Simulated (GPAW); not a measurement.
Consider SiO2 (Stishovite, P4_2/mnm).

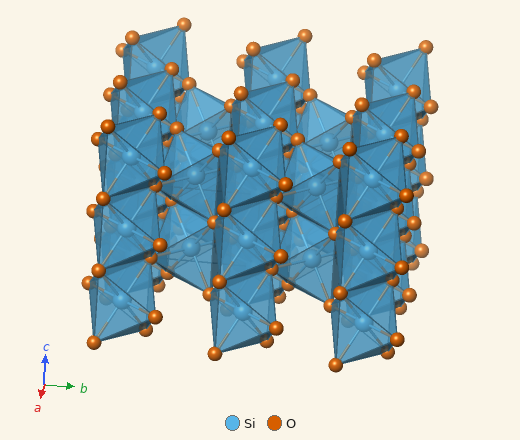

The structure (silicon blue, oxygen orange). 2×2×2 cells are drawn. Some periodic images of atoms are drawn too.

```cif
data_structure
_symmetry_space_group_name_H-M 'P 1'
_symmetry_Int_Tables_number 1
_cell_length_a 4.1773
_cell_length_b 4.1773
_cell_length_c 2.6652
_cell_angle_alpha 90.000
_cell_angle_beta 90.000
_cell_angle_gamma 90.000
_cell_volume 46.51
loop_
_atom_site_label
_atom_site_type_symbol
_atom_site_fract_x
_atom_site_fract_y
_atom_site_fract_z
_atom_site_occupancy
Si1 Si 0.50000 0.50000 0.50000 1
Si2 Si 0.00000 0.00000 0.00000 1
O3 O 0.80590 0.19410 0.50000 1
O4 O 0.69410 0.69410 0.00000 1
O5 O 0.19410 0.80590 0.50000 1
O6 O 0.30590 0.30590 0.00000 1
```

Absorber: atom 3, with 2 Si at 1.76 Å and 1 Si at 1.81 Å (distorted trigonal planar, site symmetry m2m). Method: GPAW, PBE, full core hole (charged cell), 12-atom cell with 5.0 Å between holes, 6×6×6 k points, dipole transitions, Gaussian full width 0.9 eV up to 4 eV, rising linearly to 3.5 eV at 25 eV.

Predict the near-edge structure at the O K edge.

Main maxima up to 24 eV above the zero (height): 2.6 eV (2.01), 8.7 eV (2.72) and 23.7 eV (0.86). A K edge sees empty p states on the absorber. The total-energy difference plus the lowest empty eigenvalue puts the zero at 542.77 eV. One term is added: -8.91 eV, since the hole is spin-paired here and a spin-polarised one costs that much less in the free atom (computed apart). The photon energy is then 533.86 eV. The functional and the charged cell's background leave an error of a few eV in such absolute values.

The O K spectrum (energy from the lowest empty level; intensity scaled to a mean of 1 over the first 20 eV; polarised curves are means over the symmetry-equivalent atoms):

| E (eV) | isotropic | ε ⊥ c | ε ∥ c |
| --- | --- | --- | --- |
| -2.0 | 0.00 | 0.00 | 0.00 |
| -0.5 | 0.00 | 0.00 | 0.00 |
| 1.0 | 0.28 | 0.21 | 0.41 |
| 2.5 | 1.99 | 1.40 | 3.17 |
| 4.0 | 1.21 | 1.05 | 1.55 |
| 5.5 | 1.64 | 1.82 | 1.27 |
| 7.0 | 2.16 | 1.97 | 2.53 |
| 8.5 | 2.67 | 2.87 | 2.28 |
| 10.0 | 1.54 | 1.78 | 1.04 |
| 11.5 | 0.34 | 0.38 | 0.27 |
| 13.0 | 0.24 | 0.22 | 0.28 |
| 14.5 | 0.24 | 0.19 | 0.35 |
| 16.0 | 0.19 | 0.19 | 0.19 |
| 17.5 | 0.27 | 0.30 | 0.19 |
| 19.0 | 0.45 | 0.51 | 0.33 |
| 20.5 | 0.62 | 0.63 | 0.58 |
| 22.0 | 0.74 | 0.68 | 0.86 |
| 23.5 | 0.86 | 0.77 | 1.02 |
| 25.0 | 0.74 | 0.72 | 0.79 |

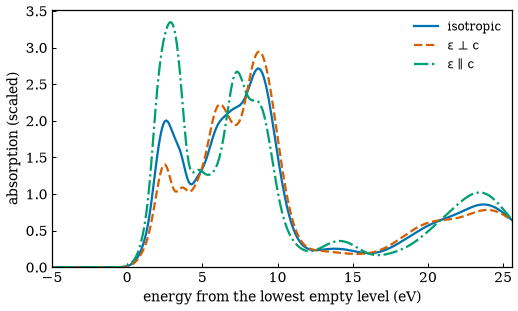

The O K edge.

The holes are only 5.0 Å apart, so the shape is probably not converged with cell size; no larger cell was run here. The mesh is coarse (0.26 Å⁻¹ between points), so small maxima may be mesh ripples. The structure is a published determination, not relaxed.

[Banner, clock and machine lines of the logs are left out without a mark of their own.]

[Logs are printed without paths, hosts, clocks, repeated set-up lines and the standing remarks that a program may print on its own settings, such as how far it seeks lower states.]

[Hosts, paths, dates, database ids (printed as entryN), source tags and the programs' standing remarks are cut or masked in the printed files.]

[Lists of maxima count a maximum above −3 eV only where it reaches 4 % of the highest in the window and stands out from its surroundings by 2 % of it (1.5 % where it reaches 55 %); shoulders and weaker maxima are passed over, and of the rest the first, up to two pre-edge ones and the few strongest are named.]
